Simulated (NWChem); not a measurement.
# One shape, several levels: doublet CH2FI+

Aim: a comparison of 3 runs (UHF/def2-SVP, UMP2/def2-SVP, UCCSD/def2-SVP) of doublet CH2FI+. 

Program for the calculation: NWChem 7.3.0.

2 further runs of the same task are left out: 2 set aside as unsound or not needed.

## 1. The system as given

The species is CH2FI+ (5 atoms), meant as a doublet with charge +1. As SMILES of the parent species, `FCI`. The shape is that of a PBE0-D4/def2-TZVP optimisation. That shape belongs to the parent species and isn't relaxed for this state.

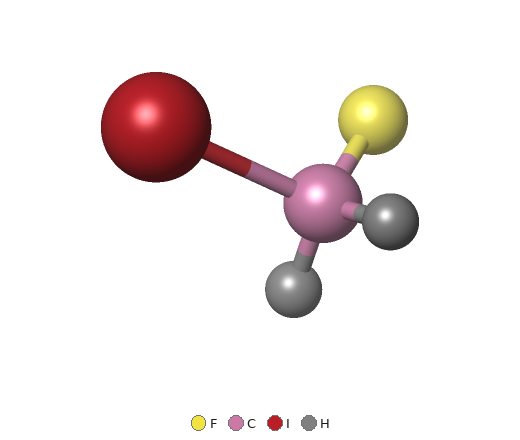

Viewed from a chosen angle; fluorine yellow, carbon pink, iodine red, hydrogen grey.

## 2. A single-point energy at UHF/def2-SVP (core potential) (run 1)

Input file mol.nw:

```
start mol
title "CH2FI energy"
memory 2200 mb
charge 1

geometry noautosym nocenter noautoz
   F      1.196300     0.710900    -0.175500
   C      0.160600    -0.114100     0.103400
   I     -1.632300     0.547900    -0.864200
   H      0.368100    -1.112000    -0.277200
   H     -0.042700    -0.106200     1.172200
end

basis spherical bse
   * library def2-SVP
end

ecp bse
   I library def2-SVP
end

scf
   doublet
   uhf
   thresh 1e-08
   maxiter 80
end

task scf energy
```

Started as:

```console
nwchem mol.nw > mol.out
```

The program printed:

```text
[...]
  functions       =    64
[...]
  wavefunction    = UHF
[...]
         Total SCF energy =   -434.651097770942
      One electron energy =   -936.140014725084
      Two electron energy =    381.674406168258
 Nuclear repulsion energy =    119.814510785885
                       Sz =      0.5000
                 Sz(Sz+1) =      0.7500
                      S^2 =      0.7602
[...]
```

Run time: 21 s. Hardware: 1 thread of Intel Xeon 6975P-C (Granite Rapids), shared host; peak memory 0.097 GiB.

## 3. A single-point energy at UMP2/def2-SVP (core potential) (run 2)

Input file a.nw:

```
start a
title "CH2FI"
memory total 2200 mb
charge 1

geometry units angstrom noautosym nocenter noautoz
 F     1.196300    0.710900   -0.175500
 C     0.160600   -0.114100    0.103400
 I    -1.632300    0.547900   -0.864200
 H     0.368100   -1.112000   -0.277200
 H    -0.042700   -0.106200    1.172200
end

basis spherical bse
 F library def2-SVP
 C library def2-SVP
 I library def2-SVP
 H library def2-SVP
end

ecp bse
 I library def2-SVP
end

scf
 doublet
 uhf
 thresh 1e-08
 maxiter 80
 noprint "final vectors analysis"
end

mp2
 freeze core 6
 tight
end

task mp2 energy
```

Started as:

```console
nwchem a.nw > a.out
```

The program printed:

```text
[...]
  functions       =    64
[...]
  wavefunction    = UHF
[...]
         Total SCF energy =   -434.651097770942
      One electron energy =   -936.140014725084
      Two electron energy =    381.674406168258
 Nuclear repulsion energy =    119.814510785885
                       Sz =      0.5000
                 Sz(Sz+1) =      0.7500
                      S^2 =      0.7602
[...]
          Total MP2 energy          -435.072456350932
[...]
```

It took 23 s on 1 thread of Intel Xeon 6975P-C (Granite Rapids), shared host; peak memory 0.15 GiB.

## 4. A single-point energy at UCCSD/def2-SVP (core potential) (run 3)

Input file nw.nw:

```
start nw
title "CH2FI"
memory total 2200 mb
charge 1

geometry units angstrom noautosym nocenter noautoz
  F     1.196300    0.710900   -0.175500
  C     0.160600   -0.114100    0.103400
  I    -1.632300    0.547900   -0.864200
  H     0.368100   -1.112000   -0.277200
  H    -0.042700   -0.106200    1.172200
end

basis spherical bse
  * library def2-SVP
end

ecp bse
  I library def2-SVP
end

scf
  doublet
  uhf
  thresh 1e-08
  maxiter 80
  print medium
end

tce
  scf
  ccsd
  freeze core 6
  maxiter 60
end

task tce energy
```

Started as:

```console
nwchem nw.nw > nw.out
```

The program printed:

```text
[...]
  functions       =    64
[...]
  wavefunction    = UHF
[...]
         Total SCF energy =   -434.651097770942
      One electron energy =   -936.140014725084
      Two electron energy =    381.674406168258
 Nuclear repulsion energy =    119.814510785885
                       Sz =      0.5000
                 Sz(Sz+1) =      0.7500
                      S^2 =      0.7602
[...]
         Wavefunction type : Unrestricted Hartree-Fock
          No. of electrons :    41
[...]
         Spin multiplicity : doublet
[...]
 CCSD total energy / hartree       =      -435.098537419380705
[...]
```

It took 41 s on 1 thread of Intel Xeon 6975P-C (Granite Rapids), shared host; peak memory 0.5 GiB.

## 5. All runs side by side

```csv
run,level,module,frozen core orbitals,energy (Eh),HOMO energy (eV),LUMO energy (eV),⟨S²⟩,wall time
1,UHF/def2-SVP (core potential),scf,–,-434.651098,-17.59,-8.32,0.760,21 s
2,UMP2/def2-SVP (core potential),mp2,6,-435.072456,–,–,0.760,23 s
3,UCCSD/def2-SVP (core potential),tce,6,-435.098537,-17.59,-8.32,0.760,41 s
```

## 6. Summary of results

| quantity | value |
| --- | --- |
| run 3: total energy | -435.09854 Eh |
| run 3: HOMO energy (Hartree–Fock orbitals) (highest over α and β) | -17.59 eV |
| run 3: LUMO energy (Hartree–Fock orbitals) (lowest over α and β) | -8.32 eV |
| run 3: correlation energy (6 core orbitals frozen) | -447.4 mEh |
| run 3: ⟨S²⟩ of the reference determinant | 0.760 |

What this shows: Below the UHF energy at the same shape and in the same basis (def2-SVP): UMP2 -421.4 mEh; UCCSD -447.4 mEh. All runs together took 84 s, the longest 41 s.
